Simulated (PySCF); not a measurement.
# C₂H₈Si, SMILES `C[SiH2]C`: electronic structure

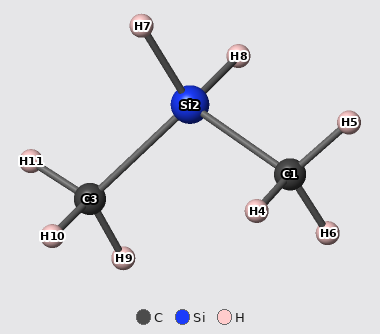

The molecule, with its atoms numbered as below. No frequency check shows the geometry to be a minimum.

Coordinates in Å:

```
C1      -1.5493    0.5266    0.0019
Si2      0.0000   -0.5714    0.0000
C3       1.5492    0.5266   -0.0020
H4      -1.5810    1.1682    0.8782
H5      -2.4543   -0.0734   -0.0089
H6      -1.5833    1.1680   -0.8743
H7       0.0006   -1.4231    1.1976
H8      -0.0007   -1.4232   -1.1975
H9       1.5809    1.1682   -0.8783
H10      1.5830    1.1684    0.8742
H11      2.4542   -0.0733    0.0089
```

## 1. Bonding charge

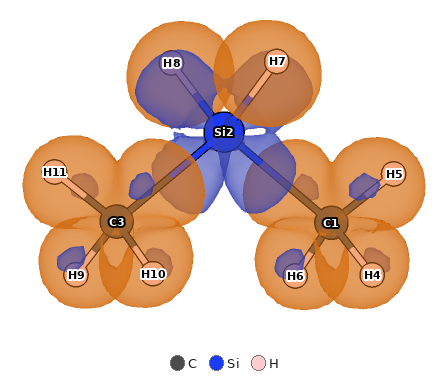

Deformation density (molecule less spherical, spin-averaged free atoms at the same positions), surfaces at ±0.07 e/Å³; orange: gain, blue: loss.

PySCF calculation, B3LYP/def2-SVPD, gas phase; geometry: GFN2-xTB.

> How much density has each bond gained at its critical point, relative to the free atoms?

C1–H5 and C3–H11: +0.64 e/Å³ at the bond critical point (bond length 1.09 Å). C1–H6, C1–H4, C3–H9 and C3–H10: +0.63 e/Å³ at the bond critical point (bond length 1.09 Å). Si2–H7 and Si2–H8: +0.17 e/Å³ at the bond critical point (bond length 1.47 Å). Si2–C3 and C1–Si2: +0.14 e/Å³ at the bond critical point (bond length 1.90 Å). In all, 2.3 electrons gather in the regions of gain relative to the promolecule. A small or negative value marks a very polar bond, one between electron-rich atoms, whose free-atom densities already overlap strongly, a long bond to a heavier atom, or a closed-shell contact such as a hydrogen bond.

> Where do the Hirshfeld charges lie?

The highest Hirshfeld charge is on Si2 (+0.37 e), the lowest on C1 and C3 (−0.20 e).

## 2. Local ionisation energy

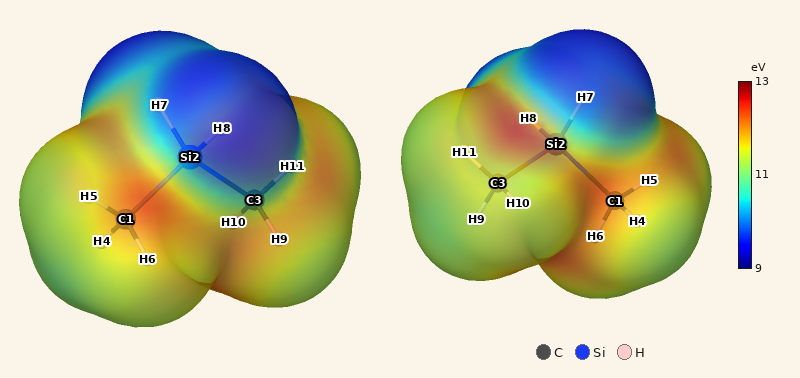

Average local ionisation energy on the surface of electron density 0.001 a.u. (back view left, front view right).

> Where are the most loosely bound electrons on this surface?

The lowest value is 9.6 eV, 1.5 Å from H8, and at like points elsewhere. Further minima include 10.9 eV, near H10 (1.88 Å), H9 (1.88 Å), H11 (1.92 Å) and C3 (2.00 Å), and at like points elsewhere. For comparison, the highest occupied orbital lies at −8.5 eV.

## 3. In an electric field

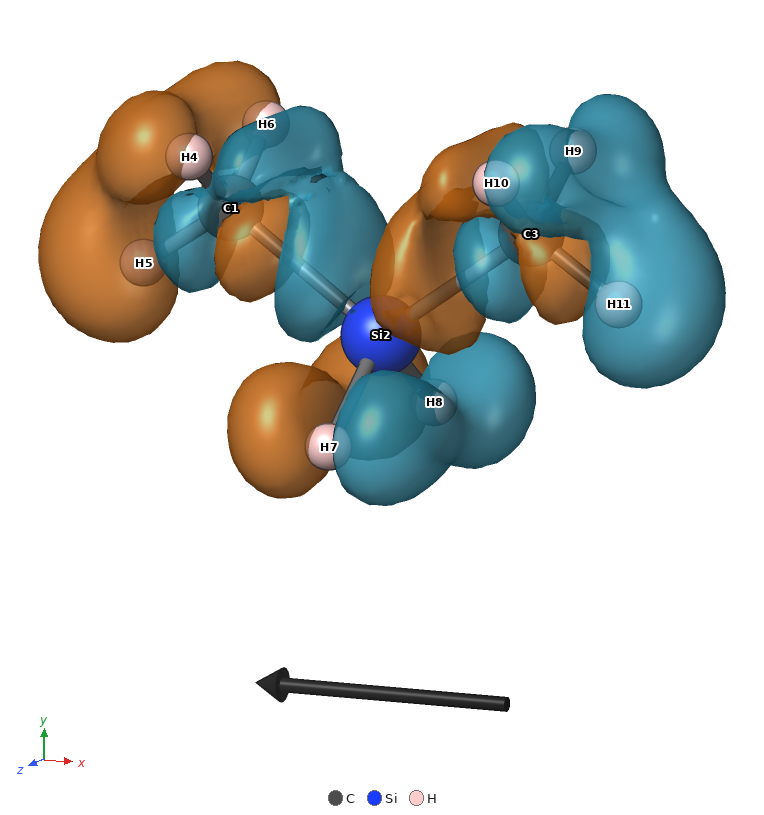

Change of the electron density in a uniform field of 0.21 V/Å along −x (arrow), surfaces at ±0.0015 e/Å³ (light blue: gain, orange: loss).

The field was applied in both directions; the picture shows the one opposite to the script's first.

> What dipole is induced, and what polarisability does it imply?

The induced dipole is 0.61 D (along the field); α along this axis, from the fields in both directions, is 60 bohr³ (8.9 Å³).

## 4. Removing or adding an electron

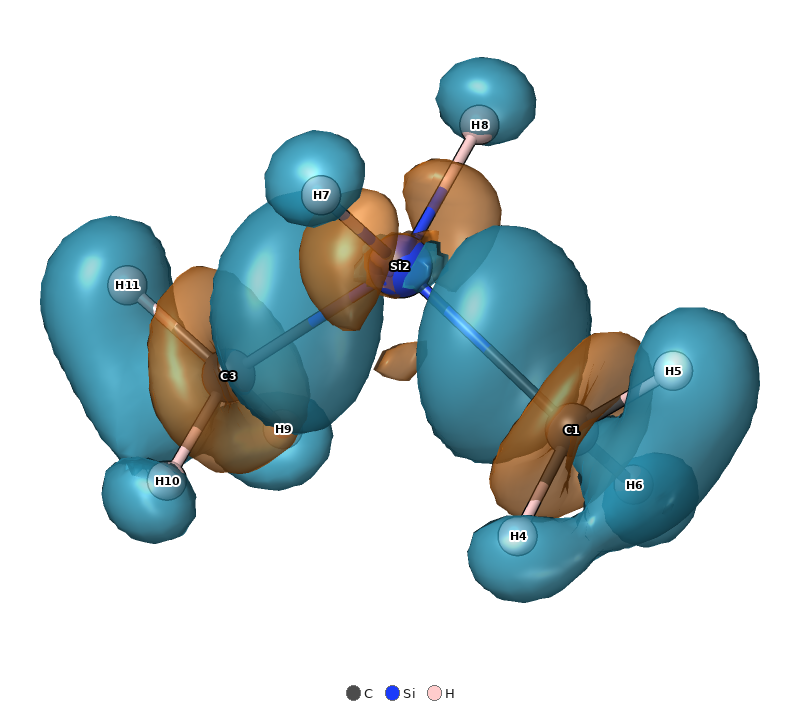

Fukui function f⁻ = ρ(N) − ρ(N−1) at fixed geometry, surfaces at ±0.03 e/Å³ (light blue positive, orange negative).

> Which atoms respond most to the removal of an electron?

f⁻ (Hirshfeld-condensed) is largest on Si2 (0.17) and C1 and C3 (0.15 each); the vertical ionisation energy is 10.88 eV. Condensed values hint at sites of electrophilic attack but needn't mark the atom that reacts. Shares this close don't rank the sites. Orbital relaxation makes it negative in places (0.22 e in all).
